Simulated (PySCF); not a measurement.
```xyz
14

O     2.2548    1.0590   -0.5425
C     2.2469   -0.1230   -0.0745
O     2.9641   -1.0716   -0.0710
C     0.7024   -0.4624    0.4845
C     0.1972   -1.6210   -0.0789
C    -1.1813   -1.7247   -0.0866
C    -2.0460   -0.7012    0.2981
C    -1.5402    0.4712    0.8068
C    -0.1432    0.7052    0.8716
Cl    0.6059    2.0176    1.6126
H     0.7327   -2.5937   -0.3180
H    -1.7054   -2.6746   -0.3279
H    -3.1548   -0.8595    0.1485
H    -2.2177    1.1550    1.2546
```

Geometry: GFN2-xTB, MD frame at 250 fs, 600 K.

Method: PySCF, PBE0/pcSseg-1, SCF density, gas phase, non-relativistic.

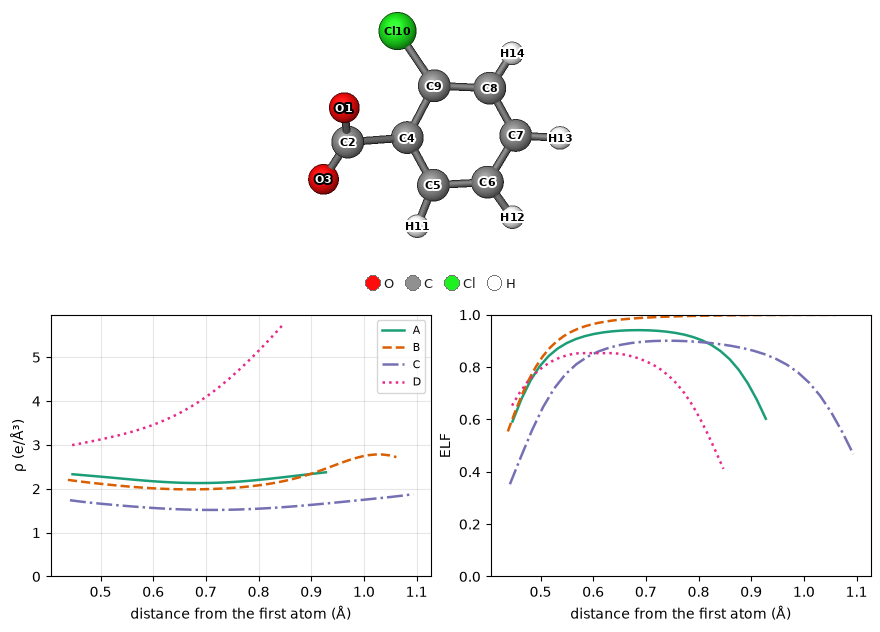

C₇H₄ClO₂ (SMILES O=C([O-])c1ccccc1Cl) (charge −1). Total electron density and ELF along straight lines between neighbouring atoms. The curves leave out the atomic cores. The structure is drawn too.

Question: Which curve belongs to which contact (C–C, C–Cl, C–H and C–O)? The first atom named is at distance zero.

Answer: Curve A: C–C (1.37 Å): ρ is about 2.1 e/Å³ halfway; the ELF peaks at about 0.95 between the atoms: localised, covalent bonding. Curve B: C–H (1.06 Å): the density is about 2.1 e/Å³ at the midpoint; the ELF climbs to about 1 towards the hydrogen, as it does in any bond to H; a covalent bond by its length. Curve C: C–Cl (1.68 Å): ρ is about 1.6 e/Å³ halfway; the ELF peaks at about 0.90 between the atoms, as expected for localised, covalent bonding. Curve D: C–O (1.19 Å): the density is about 3.4 e/Å³ at the midpoint; the ELF peaks at about 0.85 between the atoms: a multiple bond.
